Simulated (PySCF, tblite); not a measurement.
# C5H7OS radical: geometry, infrared bands and EPR parameters

Wanted: the infrared bands and EPR parameters of C5H7OS radical (`C[C](C=O)C(C)=S`), by calculation.

Computed with tblite 0.8.0 and PySCF 2.14.0, with density-fitted response routines of our own, on a single molecule in the gas phase. Atoms count from 0, in the outputs and in this text.

**1. Starting geometry**

14 atoms, charge 0, multiplicity 2; geometry from: force field or distance geometry start.

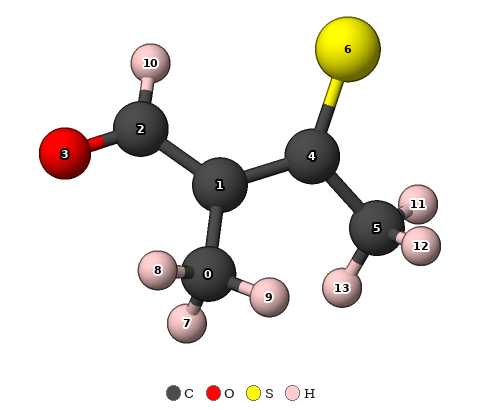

The starting geometry (carbon dark grey, oxygen red, sulfur yellow, hydrogen pink), atoms numbered; sticks join atoms by distance.

**2. Geometry optimisation with GFN2-xTB**

What the job is given:

```
{"job": {"kind": "relax", "xc": "GFN2-xTB", "basis": "xTB"}, "charge": 0, "multiplicity": 2}
C     -1.137300    -0.922400     0.351500
C     -0.526800     0.395900    -0.012000
C     -1.424100     1.478900    -0.409900
O     -2.644700     1.329600    -0.520500
C      0.950900     0.558200     0.134700
C      1.823800    -0.645000    -0.162700
S      1.702400     2.000200     0.586800
H     -1.313000    -1.507400    -0.547000
H     -2.099400    -0.784600     0.864200
H     -0.514400    -1.500400     1.033300
H     -0.963400     2.446800    -0.651200
H      2.734800    -0.353200    -0.692200
H      2.103000    -1.125200     0.792200
H      1.307600    -1.371900    -0.789300
```

The run is started by

```console
$ OMP_NUM_THREADS=1 python probes_run.py task.json out
```

One launch serves the whole session: the jobs run in the order shown.

**Question.** This job is followed by: GFN2-xTB harmonic vibrations, gas phase; UKS B3LYP, pcH-1 on C H O S, non-relativistic, mean-field spin-orbit, GIAO. What will the session give for the following? strongest single infrared mode (GFN2-xTB); zero-point energy (GFN2-xTB); g(iso) (B3LYP); ⟨S²⟩; largest a(iso) (averaged by class); potential on the surface of density 0.002 e/bohr³, 1st and 99th percentile; property runs in this session.

**Answer**, as computed:

| quantity | value |
| --- | --- |
| strongest single infrared mode (GFN2-xTB) | 1726 cm⁻¹, 488 km/mol |
| zero-point energy (GFN2-xTB) | 65.4 kcal/mol |
| g(iso) (B3LYP) | 2.28482 |
| ⟨S²⟩ | 0.776 (exact 0.75) |
| largest a(iso) (averaged by class) | 13C on C1, 37.9 MHz |
| potential on the surface of density 0.002 e/bohr³, 1st and 99th percentile | -1.58 V and 1.27 V |
| property runs in this session | 1, of which 0 failed and 1 gave unsound results |

Over 86 steps the energy fell by 0.582 eV; of the close pairs, C1–C4 changed most, 1.494 to 1.372 Å. No mode is imaginary among the 36: a minimum at this level. The strongest single mode, at 1726 cm⁻¹, moves mainly C2 and O3. Unscaled tight-binding wavenumbers are off by several per cent, some by more. Its intensities can rank the bands wrongly. The largest spin populations lie on S6 (0.66 e), C1 (0.47 e). The isotropic g lies 282.5 ppt above the free-electron value. These values are not to be trusted: the run shows nearly degenerate orbitals, where second-order g theory doesn't apply.
